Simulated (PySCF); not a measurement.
**ClFO₂S (sulfuryl chloride fluoride): density, localisation and related maps**

```csv
atom,x (Å),y (Å),z (Å)
O,-0.5176,-0.9514,-1.0750
S,-0.1471,-0.1548,0.0272
O,-0.5766,-0.4206,1.3432
F,-0.5967,1.3688,-0.3177
Cl,1.8466,0.1608,0.0052
```

Geometry: GFN2-xTB.

Theory: PBE0/pcSseg-1, SCF density, gas phase, non-relativistic (PySCF).

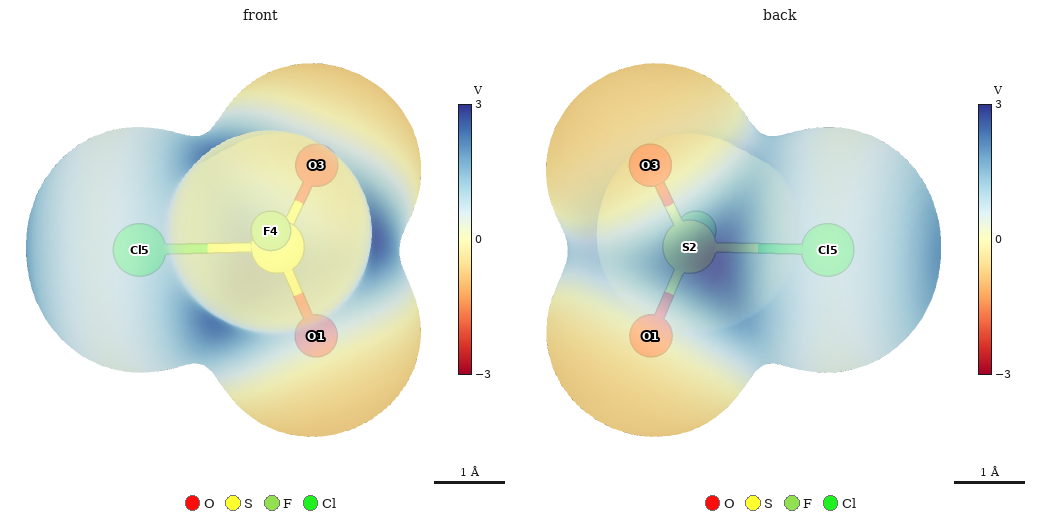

Figure 1. The electrostatic potential painted on the density surface at 0.004 e/bohr³, seen from the front and from behind; the colour scale runs from red (negative) to blue (positive).

Where is the surface potential most negative and most positive?

Answer. The most negative region (about −0.7 V, or −16 kcal/mol for a unit charge) lies over O1 and O3, the most positive (about +2.7 V, or +62 kcal/mol for a unit charge) over S2. Cl5 shows a σ-hole: about +1.9 V, or +44 kcal/mol for a unit charge at the tip opposite its bond, against about +0.5 V, or +12 kcal/mol for a unit charge on its flanks.

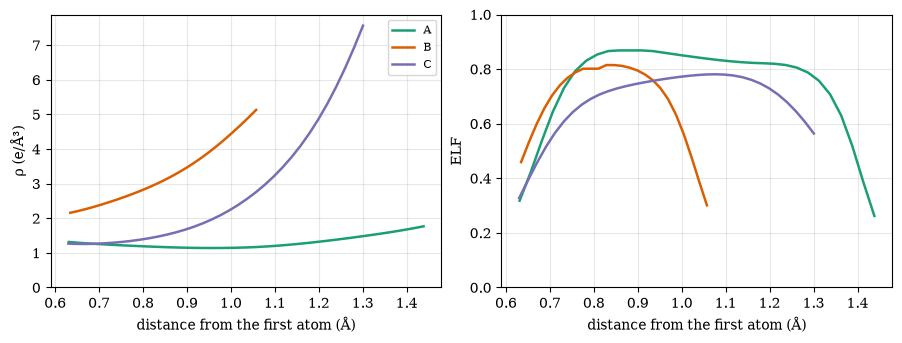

Figure 2. Total electron density and electron localisation function along straight lines between neighbouring atoms. The curves leave out the atomic cores.

Which curve belongs to which contact (S–Cl, S–F and S–O)? The first atom named is at distance zero.

Answer. Curve A: S–Cl (2.02 Å): ρ at the midpoint is about 1.1 e/Å³; the ELF peaks at about 0.85 between the atoms, as expected for a covalent bond. Curve B: S–O (1.41 Å): the density is about 2.4 e/Å³ at the midpoint; the ELF peaks at about 0.80 between the atoms (a polar covalent bond). Curve C: S–F (1.63 Å): the density is about 1.4 e/Å³ at the midpoint, with its minimum of 1.3 e/Å³ about 0.7 Å from S; the ELF peaks at about 0.80 between the atoms; a shared but strongly polarised pair.
